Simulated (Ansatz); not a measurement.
**Run report: GeH₄O, molecular dynamics (part 1 of 3)**

System: GeH₄O.
Method: RKS CAM-B3LYP/def2-SVP (Ansatz 0.2.0).

It belongs to a series of runs on one base structure; here: dynamics from the last frame of an earlier run.

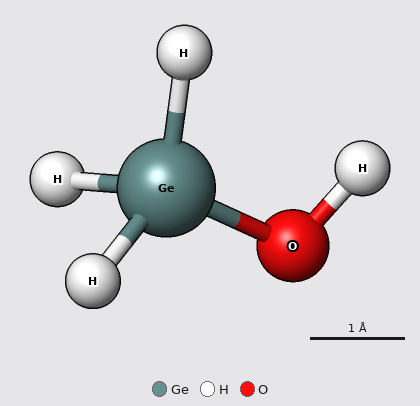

**Figure 1.** The input geometry (ball-and-stick view, seen at a tilt). Sticks mark near contacts. Bond lengths as drawn: Ge–H 1.48 to 1.58 Å, Ge–O 1.76 Å and H–O 1.13 Å.

The input
```yaml
crystal:
  periodic: [false, false, false]
  atoms:
    - { symbol: Ge, position_ang: [0.050334, -0.023927, 0.069119] }
    - { symbol: H, position_ang: [-0.465463, 0.676357, 1.268461] }
    - { symbol: H, position_ang: [1.513768, 0.019179, -0.368571] }
    - { symbol: H, position_ang: [-0.646529, 1.051917, -0.849413] }
    - { symbol: O, position_ang: [-0.7627, -1.522353, -0.376485] }
    - { symbol: H, position_ang: [0.1262, -2.130215, -0.706582] }
basis:
  gaussian: { orbitals: def2-SVP }
hamiltonian:
  xc: cam_b3lyp
md:
  timestep: 0.5
  n_steps: 250
  ensemble: nvt_nose_hoover
  temperature: 500.0
  initial_velocities: maxwell_boltzmann
  seed: 839313
  temperature_schedule:
    - { n_steps: 62, end_temperature: 500.0 }
    - { n_steps: 188, end_temperature: 1500.0 }
```

Run on 2 threads of Arm Neoverse V1, 24 GiB of memory available, shared host.

Launched with:
```bash
ansatz run input.yaml --threads 2 --pin off --max-ram 3072MiB --backend cpu --events-out ev --progress --plain --runs-dir out
```

What the program printed
```
Engine: ansatz 0.2.0, aarch64-unknown-linux-gnu
Functional definition: CAM-B3LYP
  parameter alpha = 0.19
  parameter beta = 0.46
  parameter omega = 0.33/bohr
  parameter ac = 0.81
  exchange = (1 - alpha - beta)*b88_x + beta*b88_x_sr(omega) + alpha*exact_x + beta*exact_x_lr(omega)
  correlation = (1 - ac)*vwn5_c + ac*lyp_c
704 factors; integrals over basis functions are off by at most 3.2e-4 eV
197 factors; integrals over basis functions are off by at most 1.6e-6 eV
mean field evaluation 1: about -58619.4863 eV, gradient 4.7e1 eV
mean field evaluation 2: about -58613.7009 eV, gradient 7.3e1 eV
mean field evaluation 4: about -58623.2645 eV, gradient 1.8e0 eV
mean field evaluation 8: about -58623.2743 eV, gradient 4.5e-2 eV
mean field -58623.27426199 eV, -2154.3655928457 hartree, gradient 7.1e-5 eV, S^2 0.000000; 0 other end points of the search recorded, 0 dependent functions left out
the calculation of the forces begins
reference -58623.27436686 eV, -2154.3655966995 hartree; 22, 22 occupied and 44, 44 virtual orbitals, 704 factors
md step     0: t =     0.00 fs  T =   500.0 K (target 500.0 K)  F+E_penalty+E_count = -58623.27426199 eV  E_kin = 0.258520 eV  conserved = -58623.01574199 eV  (24 SCF iters)
these checks for a lower state are left out or cut short: starts, cluster_reference, orbital_swaps, neighbouring_geometries, increment
704 factors; integrals over basis functions are off by at most 3.1e-4 eV
197 factors; integrals over basis functions are off by at most 1.5e-6 eV
mean field evaluation 16: about -58623.3316 eV, gradient 1.2e0 eV
mean field -58623.34109368 eV, -2154.3680488651 hartree, gradient 3.5e-5 eV, S^2 0.000000; 0 other end points of the search recorded, 0 dependent functions left out
the calculation of the forces begins
reference -58623.34119825 eV, -2154.3680527080 hartree; 22, 22 occupied and 44, 44 virtual orbitals, 704 factors
md step     1: t =     0.50 fs  T =   627.2 K (target 500.0 K)  F+E_penalty+E_count = -58623.34109368 eV  E_kin = 0.324295 eV  conserved = -58623.01679789 eV  (25 SCF iters)
[... from here on the SCF iterations and repeated set-up lines of each step are left out, up to the last step ...]
md step     2: t =     1.00 fs  T =   839.4 K (target 500.0 K)  F+E_penalty+E_count = -58623.45299845 eV  E_kin = 0.434025 eV  conserved = -58623.01896673 eV  (26 SCF iters)
md step     3: t =     1.50 fs  T =  1071.1 K (target 500.0 K)  F+E_penalty+E_count = -58623.57641363 eV  E_kin = 0.553797 eV  conserved = -58623.02258516 eV  (25 SCF iters)
md step     4: t =     2.00 fs  T =  1220.3 K (target 500.0 K)  F+E_penalty+E_count = -58623.65831110 eV  E_kin = 0.630946 eV  conserved = -58623.02727013 eV  (24 SCF iters)
md step     5: t =     2.50 fs  T =  1171.6 K (target 500.0 K)  F+E_penalty+E_count = -58623.63633512 eV  E_kin = 0.605786 eV  conserved = -58623.03034621 eV  (24 SCF iters)
md step     6: t =     3.00 fs  T =   882.7 K (target 500.0 K)  F+E_penalty+E_count = -58623.48305018 eV  E_kin = 0.456375 eV  conserved = -58623.02634625 eV  (25 SCF iters)
md step     7: t =     3.50 fs  T =   513.1 K (target 500.0 K)  F+E_penalty+E_count = -58623.27999396 eV  E_kin = 0.265295 eV  conserved = -58623.01427027 eV  (25 SCF iters)
md step     8: t =     4.00 fs  T =   392.0 K (target 500.0 K)  F+E_penalty+E_count = -58623.21089669 eV  E_kin = 0.202674 eV  conserved = -58623.00772827 eV  (25 SCF iters)
md step     9: t =     4.50 fs  T =   677.3 K (target 500.0 K)  F+E_penalty+E_count = -58623.36754317 eV  E_kin = 0.350170 eV  conserved = -58623.01680207 eV  (24 SCF iters)
md step    10: t =     5.00 fs  T =  1145.1 K (target 500.0 K)  F+E_penalty+E_count = -58623.62107351 eV  E_kin = 0.592069 eV  conserved = -58623.02829287 eV  (24 SCF iters)
md step    11: t =     5.50 fs  T =  1471.8 K (target 500.0 K)  F+E_penalty+E_count = -58623.79275537 eV  E_kin = 0.760993 eV  conserved = -58623.03080682 eV  (24 SCF iters)
md step    12: t =     6.00 fs  T =  1536.5 K (target 500.0 K)  F+E_penalty+E_count = -58623.82283158 eV  E_kin = 0.794429 eV  conserved = -58623.02709479 eV  (24 SCF iters)
md step    13: t =     6.50 fs  T =  1404.9 K (target 500.0 K)  F+E_penalty+E_count = -58623.75054398 eV  E_kin = 0.726393 eV  conserved = -58623.02242262 eV  (24 SCF iters)
md step    14: t =     7.00 fs  T =  1196.8 K (target 500.0 K)  F+E_penalty+E_count = -58623.63995544 eV  E_kin = 0.618810 eV  conserved = -58623.01898602 eV  (25 SCF iters)
md step    15: t =     7.50 fs  T =  1011.1 K (target 500.0 K)  F+E_penalty+E_count = -58623.54230646 eV  E_kin = 0.522780 eV  conserved = -58623.01696039 eV  (25 SCF iters)
md step    16: t =     8.00 fs  T =   909.9 K (target 500.0 K)  F+E_penalty+E_count = -58623.48938912 eV  E_kin = 0.470472 eV  conserved = -58623.01597046 eV  (26 SCF iters)
md step    17: t =     8.50 fs  T =   925.0 K (target 500.0 K)  F+E_penalty+E_count = -58623.49728425 eV  E_kin = 0.478244 eV  conserved = -58623.01571012 eV  (25 SCF iters)
md step    18: t =     9.00 fs  T =  1064.6 K (target 500.0 K)  F+E_penalty+E_count = -58623.57029583 eV  E_kin = 0.550431 eV  conserved = -58623.01609518 eV  (25 SCF iters)
md step    19: t =     9.50 fs  T =  1316.0 K (target 500.0 K)  F+E_penalty+E_count = -58623.70206799 eV  E_kin = 0.680447 eV  conserved = -58623.01728917 eV  (25 SCF iters)
md step    20: t =    10.00 fs  T =  1641.2 K (target 500.0 K)  F+E_penalty+E_count = -58623.87333657 eV  E_kin = 0.848568 eV  conserved = -58623.01967450 eV  (25 SCF iters)
md step    21: t =    10.50 fs  T =  1967.5 K (target 500.0 K)  F+E_penalty+E_count = -58624.04705132 eV  E_kin = 1.017284 eV  conserved = -58623.02363608 eV  (24 SCF iters)
md step    22: t =    11.00 fs  T =  2183.3 K (target 500.0 K)  F+E_penalty+E_count = -58624.16503256 eV  E_kin = 1.128831 eV  conserved = -58623.02872115 eV  (24 SCF iters)
md step    23: t =    11.50 fs  T =  2163.6 K (target 500.0 K)  F+E_penalty+E_count = -58624.15958425 eV  E_kin = 1.118645 eV  conserved = -58623.03186115 eV  (24 SCF iters)
md step    24: t =    12.00 fs  T =  1868.0 K (target 500.0 K)  F+E_penalty+E_count = -58624.00363318 eV  E_kin = 0.965856 eV  conserved = -58623.02705013 eV  (24 SCF iters)
md step    25: t =    12.50 fs  T =  1478.4 K (target 500.0 K)  F+E_penalty+E_count = -58623.79067884 eV  E_kin = 0.764404 eV  conserved = -58623.01406202 eV  (23 SCF iters)
md step    26: t =    13.00 fs  T =  1340.3 K (target 500.0 K)  F+E_penalty+E_count = -58623.71506057 eV  E_kin = 0.693011 eV  conserved = -58623.00850831 eV  (24 SCF iters)
md step    27: t =    13.50 fs  T =  1585.6 K (target 500.0 K)  F+E_penalty+E_count = -58623.85391499 eV  E_kin = 0.819831 eV  conserved = -58623.01909422 eV  (24 SCF iters)
md step    28: t =    14.00 fs  T =  1953.6 K (target 500.0 K)  F+E_penalty+E_count = -58624.05715453 eV  E_kin = 1.010114 eV  conserved = -58623.03019514 eV  (24 SCF iters)
md step    29: t =    14.50 fs  T =  2126.0 K (target 500.0 K)  F+E_penalty+E_count = -58624.14983174 eV  E_kin = 1.099209 eV  conserved = -58623.03148775 eV  (24 SCF iters)
md step    30: t =    15.00 fs  T =  2013.8 K (target 500.0 K)  F+E_penalty+E_count = -58624.08987677 eV  E_kin = 1.041234 eV  conserved = -58623.02701582 eV  (24 SCF iters)
md step    31: t =    15.50 fs  T =  1708.2 K (target 500.0 K)  F+E_penalty+E_count = -58623.92929318 eV  E_kin = 0.883192 eV  conserved = -58623.02209123 eV  (24 SCF iters)
md step    32: t =    16.00 fs  T =  1339.6 K (target 500.0 K)  F+E_penalty+E_count = -58623.73731244 eV  E_kin = 0.692630 eV  conserved = -58623.01862467 eV  (24 SCF iters)
md step    33: t =    16.50 fs  T =  1009.7 K (target 500.0 K)  F+E_penalty+E_count = -58623.56636840 eV  E_kin = 0.522053 eV  conserved = -58623.01662676 eV  (25 SCF iters)
md step    34: t =    17.00 fs  T =   780.2 K (target 500.0 K)  F+E_penalty+E_count = -58623.44804320 eV  E_kin = 0.403402 eV  conserved = -58623.01568495 eV  (25 SCF iters)
md step    35: t =    17.50 fs  T =   680.9 K (target 500.0 K)  F+E_penalty+E_count = -58623.39758283 eV  E_kin = 0.352058 eV  conserved = -58623.01552075 eV  (25 SCF iters)
md step    36: t =    18.00 fs  T =   716.4 K (target 500.0 K)  F+E_penalty+E_count = -58623.41754996 eV  E_kin = 0.370420 eV  conserved = -58623.01611691 eV  (25 SCF iters)
md step    37: t =    18.50 fs  T =   866.8 K (target 500.0 K)  F+E_penalty+E_count = -58623.49807654 eV  E_kin = 0.448186 eV  conserved = -58623.01772208 eV  (25 SCF iters)
md step    38: t =    19.00 fs  T =  1081.6 K (target 500.0 K)  F+E_penalty+E_count = -58623.61361761 eV  E_kin = 0.559255 eV  conserved = -58623.02075334 eV  (25 SCF iters)
md step    39: t =    19.50 fs  T =  1271.6 K (target 500.0 K)  F+E_penalty+E_count = -58623.71819789 eV  E_kin = 0.657462 eV  conserved = -58623.02534983 eV  (24 SCF iters)
md step    40: t =    20.00 fs  T =  1314.1 K (target 500.0 K)  F+E_penalty+E_count = -58623.74690251 eV  E_kin = 0.679428 eV  conserved = -58623.03008581 eV  (23 SCF iters)
md step    41: t =    20.50 fs  T =  1108.5 K (target 500.0 K)  F+E_penalty+E_count = -58623.64273294 eV  E_kin = 0.573150 eV  conserved = -58623.03026847 eV  (24 SCF iters)
md step    42: t =    21.00 fs  T =   705.8 K (target 500.0 K)  F+E_penalty+E_count = -58623.42658458 eV  E_kin = 0.364915 eV  conserved = -58623.02088464 eV  (24 SCF iters)
md step    43: t =    21.50 fs  T =   391.0 K (target 500.0 K)  F+E_penalty+E_count = -58623.25292932 eV  E_kin = 0.202179 eV  conserved = -58623.00906951 eV  (24 SCF iters)
md step    44: t =    22.00 fs  T =   459.3 K (target 500.0 K)  F+E_penalty+E_count = -58623.29147585 eV  E_kin = 0.237501 eV  conserved = -58623.01160012 eV  (24 SCF iters)
md step    45: t =    22.50 fs  T =   848.3 K (target 500.0 K)  F+E_penalty+E_count = -58623.50659696 eV  E_kin = 0.438592 eV  conserved = -58623.02456138 eV  (24 SCF iters)
md step    46: t =    23.00 fs  T =  1220.6 K (target 500.0 K)  F+E_penalty+E_count = -58623.70754405 eV  E_kin = 0.631116 eV  conserved = -58623.03127333 eV  (24 SCF iters)
md step    47: t =    23.50 fs  T =  1351.8 K (target 500.0 K)  F+E_penalty+E_count = -58623.77557822 eV  E_kin = 0.698942 eV  conserved = -58623.02930889 eV  (24 SCF iters)
md step    48: t =    24.00 fs  T =  1248.7 K (target 500.0 K)  F+E_penalty+E_count = -58623.71964619 eV  E_kin = 0.645613 eV  conserved = -58623.02445352 eV  (24 SCF iters)
md step    49: t =    24.50 fs  T =  1026.7 K (target 500.0 K)  F+E_penalty+E_count = -58623.60279466 eV  E_kin = 0.530842 eV  conserved = -58623.02035809 eV  (24 SCF iters)
md step    50: t =    25.00 fs  T =   799.9 K (target 500.0 K)  F+E_penalty+E_count = -58623.48459996 eV  E_kin = 0.413559 eV  conserved = -58623.01780349 eV  (24 SCF iters)
md step    51: t =    25.50 fs  T =   644.8 K (target 500.0 K)  F+E_penalty+E_count = -58623.40444960 eV  E_kin = 0.333406 eV  conserved = -58623.01649405 eV  (24 SCF iters)
md step    52: t =    26.00 fs  T =   602.6 K (target 500.0 K)  F+E_penalty+E_count = -58623.38330774 eV  E_kin = 0.311579 eV  conserved = -58623.01603987 eV  (24 SCF iters)
md step    53: t =    26.50 fs  T =   687.5 K (target 500.0 K)  F+E_penalty+E_count = -58623.42857742 eV  E_kin = 0.355460 eV  conserved = -58623.01624555 eV  (25 SCF iters)
md step    54: t =    27.00 fs  T =   892.2 K (target 500.0 K)  F+E_penalty+E_count = -58623.53679618 eV  E_kin = 0.461314 eV  conserved = -58623.01715246 eV  (25 SCF iters)
md step    55: t =    27.50 fs  T =  1187.3 K (target 500.0 K)  F+E_penalty+E_count = -58623.69314647 eV  E_kin = 0.613860 eV  conserved = -58623.01901482 eV  (25 SCF iters)
md step    56: t =    28.00 fs  T =  1514.8 K (target 500.0 K)  F+E_penalty+E_count = -58623.86823126 eV  E_kin = 0.783218 eV  conserved = -58623.02216675 eV  (24 SCF iters)
md step    57: t =    28.50 fs  T =  1783.3 K (target 500.0 K)  F+E_penalty+E_count = -58624.01464660 eV  E_kin = 0.922047 eV  conserved = -58623.02652414 eV  (24 SCF iters)
md step    58: t =    29.00 fs  T =  1878.9 K (target 500.0 K)  F+E_penalty+E_count = -58624.07161421 eV  E_kin = 0.971465 eV  conserved = -58623.03036795 eV  (24 SCF iters)
md step    59: t =    29.50 fs  T =  1725.4 K (target 500.0 K)  F+E_penalty+E_count = -58623.99492325 eV  E_kin = 0.892098 eV  conserved = -58623.02927175 eV  (24 SCF iters)
md step    60: t =    30.00 fs  T =  1399.3 K (target 500.0 K)  F+E_penalty+E_count = -58623.82042143 eV  E_kin = 0.723518 eV  conserved = -58623.01998219 eV  (23 SCF iters)
md step    61: t =    30.50 fs  T =  1169.9 K (target 500.0 K)  F+E_penalty+E_count = -58623.69524291 eV  E_kin = 0.604884 eV  conserved = -58623.01060666 eV  (23 SCF iters)
md step    62: t =    31.00 fs  T =  1269.1 K (target 500.0 K)  F+E_penalty+E_count = -58623.75291732 eV  E_kin = 0.656193 eV  conserved = -58623.01423634 eV  (24 SCF iters)
md step    63: t =    31.50 fs  T =  1608.0 K (target 502.7 K)  F+E_penalty+E_count = -58623.94256171 eV  E_kin = 0.831419 eV  conserved = -58623.02536487 eV  (24 SCF iters)
md step    64: t =    32.00 fs  T =  1893.5 K (target 508.0 K)  F+E_penalty+E_count = -58624.09954233 eV  E_kin = 0.979002 eV  conserved = -58623.03066007 eV  (25 SCF iters)
md step    65: t =    32.50 fs  T =  1946.1 K (target 513.3 K)  F+E_penalty+E_count = -58624.12954546 eV  E_kin = 1.006229 eV  conserved = -58623.02880681 eV  (25 SCF iters)
md step    66: t =    33.00 fs  T =  1780.5 K (target 518.6 K)  F+E_penalty+E_count = -58624.04428480 eV  E_kin = 0.920573 eV  conserved = -58623.02457808 eV  (24 SCF iters)
md step    67: t =    33.50 fs  T =  1499.8 K (target 523.9 K)  F+E_penalty+E_count = -58623.89973115 eV  E_kin = 0.775476 eV  conserved = -58623.02095072 eV  (25 SCF iters)
md step    68: t =    34.00 fs  T =  1206.4 K (target 529.3 K)  F+E_penalty+E_count = -58623.74914645 eV  E_kin = 0.623732 eV  conserved = -58623.01860370 eV  (26 SCF iters)
md step    69: t =    34.50 fs  T =   970.8 K (target 534.6 K)  F+E_penalty+E_count = -58623.62892054 eV  E_kin = 0.501927 eV  conserved = -58623.01732523 eV  (25 SCF iters)
md step    70: t =    35.00 fs  T =   833.0 K (target 539.9 K)  F+E_penalty+E_count = -58623.55956119 eV  E_kin = 0.430696 eV  conserved = -58623.01681016 eV  (26 SCF iters)
md step    71: t =    35.50 fs  T =   809.0 K (target 545.2 K)  F+E_penalty+E_count = -58623.54944268 eV  E_kin = 0.418295 eV  conserved = -58623.01690693 eV  (26 SCF iters)
md step    72: t =    36.00 fs  T =   894.9 K (target 550.5 K)  F+E_penalty+E_count = -58623.59687322 eV  E_kin = 0.462689 eV  conserved = -58623.01766346 eV  (26 SCF iters)
md step    73: t =    36.50 fs  T =  1065.8 K (target 555.9 K)  F+E_penalty+E_count = -58623.68950999 eV  E_kin = 0.551038 eV  conserved = -58623.01931157 eV  (25 SCF iters)
md step    74: t =    37.00 fs  T =  1270.6 K (target 561.2 K)  F+E_penalty+E_count = -58623.80144816 eV  E_kin = 0.656960 eV  conserved = -58623.02215571 eV  (25 SCF iters)
md step    75: t =    37.50 fs  T =  1427.3 K (target 566.5 K)  F+E_penalty+E_count = -58623.89015422 eV  E_kin = 0.737978 eV  conserved = -58623.02613802 eV  (25 SCF iters)
md step    76: t =    38.00 fs  T =  1432.5 K (target 571.8 K)  F+E_penalty+E_count = -58623.90046981 eV  E_kin = 0.740684 eV  conserved = -58623.02976659 eV  (25 SCF iters)
md step    77: t =    38.50 fs  T =  1215.0 K (target 577.1 K)  F+E_penalty+E_count = -58623.79101428 eV  E_kin = 0.628192 eV  conserved = -58623.02907109 eV  (24 SCF iters)
md step    78: t =    39.00 fs  T =   840.2 K (target 582.4 K)  F+E_penalty+E_count = -58623.59181202 eV  E_kin = 0.434415 eV  conserved = -58623.02072179 eV  (24 SCF iters)
md step    79: t =    39.50 fs  T =   557.8 K (target 587.8 K)  F+E_penalty+E_count = -58623.43839789 eV  E_kin = 0.288408 eV  conserved = -58623.01131792 eV  (23 SCF iters)
md step    80: t =    40.00 fs  T =   604.4 K (target 593.1 K)  F+E_penalty+E_count = -58623.46640970 eV  E_kin = 0.312510 eV  conserved = -58623.01356786 eV  (25 SCF iters)
md step    81: t =    40.50 fs  T =   922.6 K (target 598.4 K)  F+E_penalty+E_count = -58623.64370937 eV  E_kin = 0.477046 eV  conserved = -58623.02415056 eV  (24 SCF iters)
md step    82: t =    41.00 fs  T =  1234.4 K (target 603.7 K)  F+E_penalty+E_count = -58623.81396437 eV  E_kin = 0.638231 eV  conserved = -58623.03012493 eV  (24 SCF iters)
md step    83: t =    41.50 fs  T =  1345.9 K (target 609.0 K)  F+E_penalty+E_count = -58623.87417000 eV  E_kin = 0.695872 eV  conserved = -58623.02895795 eV  (24 SCF iters)
md step    84: t =    42.00 fs  T =  1252.8 K (target 614.4 K)  F+E_penalty+E_count = -58623.82584775 eV  E_kin = 0.647731 eV  conserved = -58623.02498391 eV  (24 SCF iters)
md step    85: t =    42.50 fs  T =  1049.6 K (target 619.7 K)  F+E_penalty+E_count = -58623.72056615 eV  E_kin = 0.542684 eV  conserved = -58623.02136213 eV  (24 SCF iters)
md step    86: t =    43.00 fs  T =   837.1 K (target 625.0 K)  F+E_penalty+E_count = -58623.61107084 eV  E_kin = 0.432792 eV  conserved = -58623.01896952 eV  (26 SCF iters)
md step    87: t =    43.50 fs  T =   686.6 K (target 630.3 K)  F+E_penalty+E_count = -58623.53423858 eV  E_kin = 0.354995 eV  conserved = -58623.01767683 eV  (25 SCF iters)
md step    88: t =    44.00 fs  T =   638.2 K (target 635.6 K)  F+E_penalty+E_count = -58623.51070782 eV  E_kin = 0.329986 eV  conserved = -58623.01719229 eV  (26 SCF iters)
md step    89: t =    44.50 fs  T =   706.8 K (target 641.0 K)  F+E_penalty+E_count = -58623.54832637 eV  E_kin = 0.365448 eV  conserved = -58623.01735772 eV  (26 SCF iters)
md step    90: t =    45.00 fs  T =   886.2 K (target 646.3 K)  F+E_penalty+E_count = -58623.64427540 eV  E_kin = 0.458179 eV  conserved = -58623.01821706 eV  (25 SCF iters)
md step    91: t =    45.50 fs  T =  1148.1 K (target 651.6 K)  F+E_penalty+E_count = -58623.78453312 eV  E_kin = 0.593629 eV  conserved = -58623.02000672 eV  (25 SCF iters)
md step    92: t =    46.00 fs  T =  1437.3 K (target 656.9 K)  F+E_penalty+E_count = -58623.94091981 eV  E_kin = 0.743135 eV  conserved = -58623.02303260 eV  (26 SCF iters)
md step    93: t =    46.50 fs  T =  1666.2 K (target 662.2 K)  F+E_penalty+E_count = -58624.06811263 eV  E_kin = 0.861507 eV  conserved = -58623.02718539 eV  (24 SCF iters)
md step    94: t =    47.00 fs  T =  1727.5 K (target 667.6 K)  F+E_penalty+E_count = -58624.10856065 eV  E_kin = 0.893180 eV  conserved = -58623.03079994 eV  (24 SCF iters)
md step    95: t =    47.50 fs  T =  1551.3 K (target 672.9 K)  F+E_penalty+E_count = -58624.02140953 eV  E_kin = 0.802083 eV  conserved = -58623.02970519 eV  (24 SCF iters)
md step    96: t =    48.00 fs  T =  1213.3 K (target 678.2 K)  F+E_penalty+E_count = -58623.84219382 eV  E_kin = 0.627346 eV  conserved = -58623.02093851 eV  (24 SCF iters)
md step    97: t =    48.50 fs  T =   969.5 K (target 683.5 K)  F+E_penalty+E_count = -58623.71069677 eV  E_kin = 0.501269 eV  conserved = -58623.01211727 eV  (25 SCF iters)
md step    98: t =    49.00 fs  T =  1039.1 K (target 688.8 K)  F+E_penalty+E_count = -58623.75314670 eV  E_kin = 0.537244 eV  conserved = -58623.01545421 eV  (24 SCF iters)
md step    99: t =    49.50 fs  T =  1338.7 K (target 694.1 K)  F+E_penalty+E_count = -58623.92231993 eV  E_kin = 0.692167 eV  conserved = -58623.02597917 eV  (24 SCF iters)
md step   100: t =    50.00 fs  T =  1590.6 K (target 699.5 K)  F+E_penalty+E_count = -58624.06228757 eV  E_kin = 0.822392 eV  conserved = -58623.03110895 eV  (24 SCF iters)
md step   101: t =    50.50 fs  T =  1623.4 K (target 704.8 K)  F+E_penalty+E_count = -58624.08259389 eV  E_kin = 0.839362 eV  conserved = -58623.02934436 eV  (24 SCF iters)
```
